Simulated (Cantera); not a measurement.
Charge: 1 mol Cu, 5.4 mol F2, 1.8 mol N2, equilibrated at 26.0 Pa.

Method: chemical equilibrium by Gibbs-energy minimisation in Cantera with the NASA 1993 tables (ideal gas, pure condensed phases). Candidate condensed phases: Cu, CuF2; 11 gas species. Rates play no part.

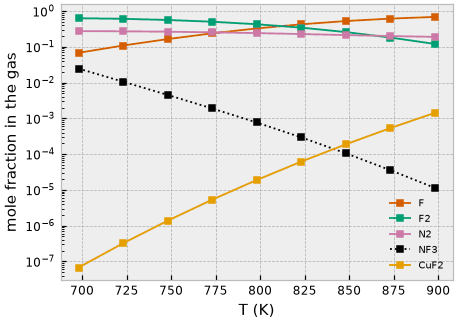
Equilibrium gas composition (values under 1e-9 drawn at 1e-9)

Question: Read off the mole fractions at 748 K.

Answer: F2 about 0.57, N2 about 0.27, F about 0.16, NF3 about 0.0045, CuF2 about 1.4e-6.
